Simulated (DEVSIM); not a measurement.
System: Pt/SiO2/p-Ge capacitor, at 250 K.

| layer (left to right) | material | thickness (nm) | Na (cm⁻³) |
|---|---|---|---|
| 1 | SiO2 | 1.40 | - |
| 2 | Ge | 790 | 5.7e17 |

Metal gate on the left, work function 5.6 eV. Fixed charge at the semiconductor interface -2.4e11 cm⁻² (in units of +e); no interface traps.

The device is made up for the run: typed textbook-type constants, with dimensions and the other settings drawn at random. Values at 300 K; Nc and Nv go as T^1.5, mobilities as T to minus their exponent, the gap by Varshni's rule with the affinity fixed.

```tsv
parameter	SiO2	Ge
gap (eV)	9	0.664
affinity (eV)	0.9	4
permittivity	3.9	16
Nc (cm⁻³)	-	1.04e19
Nv (cm⁻³)	-	6e18
Varshni α (eV/K)	-	0.000477
Varshni β (K)	-	235
```

Model (solved in DEVSIM): 1D Poisson equation in equilibrium, Boltzmann statistics, complete ionisation; no quantum confinement or tunnelling. Metal contacts follow the ideal Schottky-Mott rule: no Fermi-level pinning, no interface dipoles.

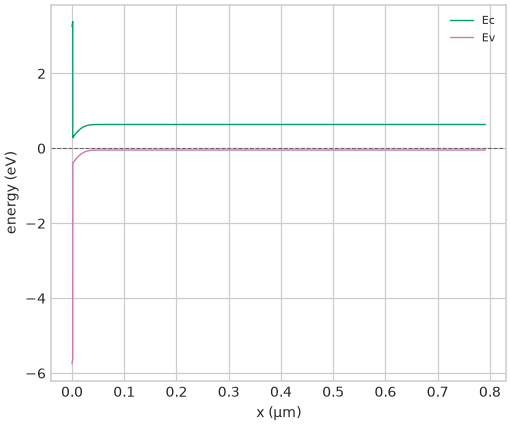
Figure: Band edges at 1.45 V on the gate

Energies count from the Fermi level of the right contact; mesh points crowd at the junctions.

```
x (μm)     Ec (eV)  Ev (eV)  n (cm⁻³)  p (cm⁻³)  field (V/cm)
---------  -------  -------  --------  --------  ------------
0.000        3.250   -5.750     < 1e2     < 1e2        960000
0.0005612    3.304   -5.696     < 1e2     < 1e2        960000
0.0009917    3.345   -5.655     < 1e2     < 1e2        960000
0.001614     0.288   -0.395    1.2e13    5.1e10        210000
0.003234     0.321   -0.362    2.7e12    2.3e11        200000
0.005562     0.364   -0.318    3.6e11    1.7e12        180000
0.009697     0.433   -0.249    1.5e10    4.3e13        150000
0.02082      0.564   -0.118     3.3e7    1.9e16         82000
0.03680      0.630   -0.052   1600000    4.0e17         13000
0.06519      0.638   -0.045   1100000    5.7e17           110
0.1156       0.638   -0.045   1100000    5.7e17           ≈ 0
0.2513       0.638   -0.045   1100000    5.7e17           ≈ 0
0.4346       0.638   -0.045   1100000    5.7e17           ≈ 0
0.5911       0.638   -0.045   1100000    5.7e17           ≈ 0
0.6968       0.638   -0.045   1100000    5.7e17           ≈ 0
0.7386       0.638   -0.045   1100000    5.7e17           ≈ 0
0.7622       0.638   -0.045   1100000    5.7e17           ≈ 0
0.7755       0.638   -0.045   1100000    5.7e17           ≈ 0
0.7847       0.638   -0.045   1100000    5.7e17           ≈ 0
0.7881       0.638   -0.045   1100000    5.7e17           ≈ 0
0.7901       0.638   -0.045   1100000    5.7e17           ≈ 0
0.7914       0.638   -0.045   1100000    5.7e17           ≈ 0
```
